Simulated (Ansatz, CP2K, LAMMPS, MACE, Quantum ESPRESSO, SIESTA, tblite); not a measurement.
# How stiff is amorphous Si0.9Ge0.1 (94 atoms)? Programs compared

Aim: pressure against volume for amorphous Si0.9Ge0.1 (94 atoms), with plane waves as the reference.

Results are calculated, not measured.

### 1. Set-up

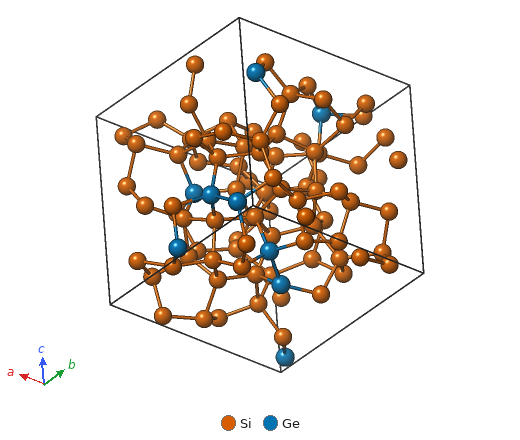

The cell (silicon orange, germanium blue). Bonds to atoms that aren't drawn are left out. Some periodic images of atoms are drawn too.

The cell holds 94 atoms (85 Si and 9 Ge), with edges of 12.40, 12.40 and 12.40 Å. Recipe: 94 atoms (85 Si, 9 Ge) placed at random at 2.65 g/cm³, melted at 3500 K for 10 ps at fixed volume with the Tersoff potential (Tersoff, Phys. Rev. B 39, 5566 (1989)). Quenched from 3500 K to 700 K at 3 K/ps and fixed volume, held 5 ps. Then the atoms were relaxed with MACE MPA-0 medium in the fixed cell.

Bonds by pair of elements; cutoffs follow the first minimum of g(r), held within bounds set by covalent radii, and pairs that aren't listed don't count as bonded:

| pair A-B | cutoff (Å) | bonds | mean length (Å) | spread (Å) | shortest (Å) | B about A | A about B |
| --- | --- | --- | --- | --- | --- | --- | --- |
| Si-Si | 2.98 | 160 | 2.39 | 0.076 | 2.27 | 3.77 | 3.77 |
| Si-Ge | 2.88 | 32 | 2.42 | 0.064 | 2.33 | 0.376 | 3.56 |
| Ge-Ge | 2.93 | 2 | 2.46 | 0.063 | 2.40 | 0.444 | 0.444 |

### 2. The reference input

Quantum ESPRESSO 7.5: Kohn-Sham DFT, PBE, SSSP efficiency 1.3.0 pseudopotentials, plane waves. Its input, pw.in, for the unchanged cell:

```
&control
  calculation = 'scf'
  pseudo_dir = './pseudo'
  outdir = './tmp'
  disk_io = 'none'
  tprnfor = .true.
  tstress = .true.
/
&system
  ibrav = 0
  nat = 94
  ntyp = 2
  ecutwfc = 45
  ecutrho = 360
  nosym = .true.
  occupations = 'smearing'
  smearing = 'fd'
  degauss = 0.003675
/
&electrons
  conv_thr = 4.7e-07
  electron_maxstep = 100
  mixing_beta = 0.2
  mixing_mode = 'local-TF'
  diagonalization = 'david'
/
ATOMIC_SPECIES
Si 28.085 Si.upf
Ge 72.630 Ge.upf
CELL_PARAMETERS angstrom
12.40220 0.00000 0.00000
0.00000 12.40220 0.00000
0.00000 0.00000 12.40220
ATOMIC_POSITIONS crystal
Si 0.03006 0.07226 0.34815
Si 0.99367 0.63337 0.55503
Si 0.78662 0.29152 0.72097
Si 0.92408 0.59968 0.98800
[... 88 atom lines left out ...]
Ge 0.23897 0.66111 0.94169
Ge 0.01145 0.04884 0.05112
K_POINTS gamma
```

```console
$ OMP_NUM_THREADS=1 mpirun -np 4 pw.x -in pw.in > output.txt
```

It took 3.6 min on 4 MPI ranks of Arm Neoverse V2, shared host; peak memory 6.4 GiB; 14 min of CPU time.

It converged with an r.m.s. force component of 0.17 eV/Å and a pressure of 1.5 GPa.

### 3. Programs and settings

Every level solves the same cells as single points. CPU time is summed over a level's finished runs, on a host shared with the other runs, so it is rough; the force column is the median over cells of the r.m.s. difference of force components from the reference.

| level | basis or training data | k-points | runs finished | CPU time | peak memory (GiB) | force difference (meV/Å) |
| --- | --- | --- | --- | --- | --- | --- |
| QE, PBE | plane waves, SSSP efficiency, 45/360 Ry | Γ | 5 of 5 | 70 min | 6.8 | reference |
| CP2K double zeta, PBE | DZVP-UZH, GTH-PBE potentials, 350 Ry | Γ | 5 of 5 | 30 min | 4.0 | 34 |
| SIESTA DZP, PBE | DZP orbitals, shift 0.01 Ry, mesh 300 Ry | Γ | 5 of 5 | 41 min | 2.4 | 49 |
| CP2K double zeta, RPBE | DZVP-UZH, GTH-PBE potentials, 350 Ry | Γ | 5 of 5 | 30 min | 4.1 | 44 |
| tblite GFN1-xTB | tight binding with its own dispersion term | Γ | 5 of 5 | 49 s | 0.19 | 232 |
| MACE MP-0b3 medium | trained on PBE(+U) plane-wave data | - | 5 of 5 | 36 s | 0.95 | 170 |
| MACE MPA-0 medium | trained on PBE(+U) plane-wave data | - | 5 of 5 | 36 s | 0.97 | 168 |

The reference's own r.m.s. force component runs from 160 to 184 meV/Å over these cells. MACE MPA-0 medium relaxed the atoms, so in the cells that it relaxed its own forces are small, and its entry isn't an independent test there.

### 4. Pressure against volume

The cell is scaled evenly, and at each volume MACE MPA-0 medium relaxes the atoms again before the single points. The unchanged volume is 20.294 Å³ an atom. Pressures in GPa:

| level | -6 % | -3 % | 0 | +3 % | +6 % |
| --- | --- | --- | --- | --- | --- |
| QE, PBE | 6.64 | 3.96 | 1.45 | -0.67 | -2.47 |
| CP2K double zeta, PBE | 6.53 | 3.89 | 1.41 | -0.69 | -2.48 |
| SIESTA DZP, PBE | 7.41 | 4.62 | 2.02 | -0.18 | -2.05 |
| CP2K double zeta, RPBE | 6.94 | 4.30 | 1.83 | -0.26 | -2.04 |
| tblite GFN1-xTB | 17.29 | 13.20 | 9.46 | 6.33 | 3.69 |
| MACE MP-0b3 medium | 5.17 | 3.17 | 1.26 | -0.40 | -1.89 |
| MACE MPA-0 medium | 6.35 | 3.64 | 1.24 | -0.71 | -2.33 |

Energy less that of the unchanged cell at the same level, in meV an atom:

| level | -6 % | -3 % | +3 % | +6 % |
| --- | --- | --- | --- | --- |
| QE, PBE | 30.74 | 10.22 | -1.69 | 5.13 |
| CP2K double zeta, PBE | 31.23 | 10.33 | -1.89 | 4.77 |
| SIESTA DZP, PBE | 33.68 | 11.47 | -2.95 | 2.98 |
| CP2K double zeta, RPBE | 35.37 | 12.27 | -3.87 | 0.81 |
| tblite GFN1-xTB | 88.57 | 38.10 | -25.29 | -39.11 |
| MACE MP-0b3 medium | 25.20 | 8.56 | -2.09 | 2.05 |
| MACE MPA-0 medium | 27.75 | 9.06 | -0.99 | 4.80 |

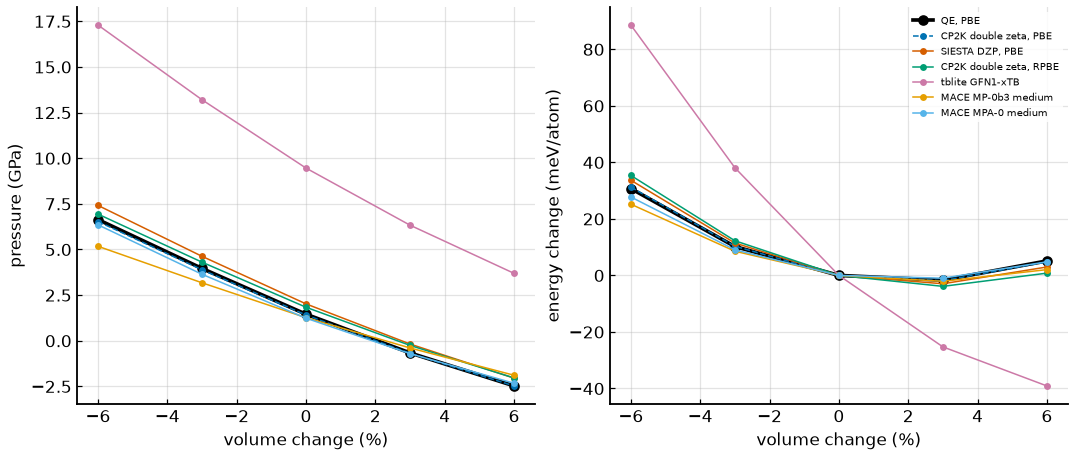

Pressure and energy against volume, by level.

### 5. Moduli

From the three volumes nearest the unchanged one: B from the slope of pressure against ln V and from the curvature of the energy, the pressure that the slope of the energy implies, and the volume change at which the printed pressure crosses zero (a dash if it doesn't within the range).

| level | B from pressures (GPa) | B from energies (GPa) | printed pressure (GPa) | pressure from energies (GPa) | zero pressure at (%) |
| --- | --- | --- | --- | --- | --- |
| QE, PBE | 77.1 | 74.8 | 1.45 | 1.57 | +2.0 |
| CP2K double zeta, PBE | 76.3 | 74.0 | 1.41 | 1.61 | +2.0 |
| SIESTA DZP, PBE | 80.1 | 74.7 | 2.02 | 1.90 | +2.8 |
| CP2K double zeta, RPBE | 76.0 | 73.7 | 1.83 | 2.12 | +2.6 |
| tblite GFN1-xTB | 114.5 | 112.4 | 9.46 | 8.34 | - |
| MACE MP-0b3 medium | 59.5 | 56.8 | 1.26 | 1.40 | +2.3 |
| MACE MPA-0 medium | 72.5 | 70.7 | 1.24 | 1.32 | +1.9 |

As a check by hand on the reference: from -3 to +3 % the pressure falls by 4.63 GPa while ln V grows by 0.0600, a ratio of 77.1 GPa.

### 6. Findings

The plane-wave reference (PBE) gives a bulk modulus of 77.1 GPa from its pressures, at a volume where its pressure is 1.45 GPa; that pressure crosses zero at +2.0 %. Other programs at PBE: CP2K double zeta, PBE 76.3 GPa (-1 %) and SIESTA DZP, PBE 80.1 GPa (+4 %); their pressures lie -0.04 to +0.57 GPa from the reference's. Other functionals: CP2K double zeta, RPBE 76.0 GPa (-1 %); its pressure lies +0.38 GPa from the reference's.

Learned potentials: MACE MP-0b3 medium 59.5 GPa (-23 %) and MACE MPA-0 medium 72.5 GPa (-6 %); their pressures lie -0.22 to -0.19 GPa from the reference's. Tight binding: tblite GFN1-xTB 114.5 GPa (+49 %); its pressure lies +8.00 GPa from the reference's. The moduli are read at one volume but at unlike pressures, and a cell under tension is as a rule softer than one under compression. Moduli from the energies run from 57 to 112 GPa, within 10 % of those from pressures.

Caveats: The atoms follow MACE MPA-0 medium, not each level's own minimum, so these moduli only approach relaxed ones and hang on that choice. Three points at finite strain give rough moduli, at the given volume rather than at zero pressure. Pressures at a fixed plane-wave cutoff or in a small atom-centred basis hold some basis error. The quench rate of 3 K/ps is many orders above laboratory rates, so the cell is likely richer in defects and strain than a real sample. The reference samples only Γ, in a cell whose shortest periodic width is 12 Å. The reference isn't exact: its cutoffs and mesh weren't converged further here. SIESTA's automatically made basis is far from complete, and its potentials were converted by us (checked for H, C, O, Si, Ge and Ca alone). Spin–orbit coupling is left out. Where levels are smeared, the DFT runs use Fermi–Dirac occupations at 580 K (0.05 eV), and energies are free energies.

[Logs are printed without paths, hosts, clocks, repeated set-up lines and the standing remarks that a program may print on its own settings, such as how far it seeks lower states.]

[Hosts, paths, dates, database ids (printed as entryN), source tags and the programs' standing remarks are cut or masked in the printed files.]
